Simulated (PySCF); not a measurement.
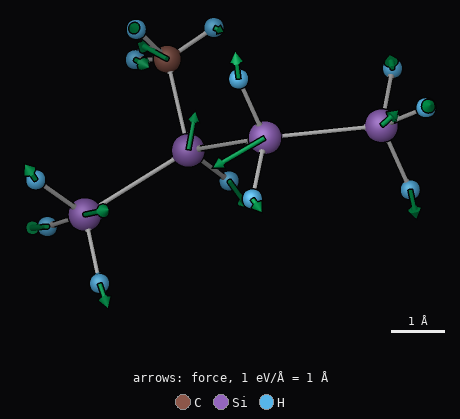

Starting geometry of CH12Si4 with the computed forces as green arrows. Style: ball-and-stick. Shown at a tilt.

The start comes from GFN2-xTB. Its atoms were then displaced at random by about 0.01 Å.

Level of theory: PySCF, PBE0-D3(BJ)/def2-SVP geometry optimisation, gas phase. 

> What follows when this structure is relaxed?

It isn't relaxed: the largest force vector, on a Si atom, is 1.20 eV/Å. The final displacements have little in common with the starting forces (cosine between the two patterns 0.04). The largest move after the best rigid fit is that of an H atom, 0.90 Å. By element the largest moves are H 0.90 Å, C 0.39 Å, Si 0.38 Å. Among the contacts that change: Si–Si 2.287 → 2.346 Å, H–Si 1.442 → 1.498 Å, H–Si 1.461 → 1.500 Å, C–H 1.118 → 1.101 Å. Among the angles between lasting bonds that change: Si–Si–Si 120.2° → 109.0°, Si–Si–Si 116.5° → 109.4°, C–Si–H 104.1° → 110.2°. Groups turn about Si–Si by about 30°. Over 12 geometry steps the energy falls by 0.294 eV. The run took 5.5 min on 1 thread of Intel(R) Xeon(R) Processor @ 2.50GHz (shared host).
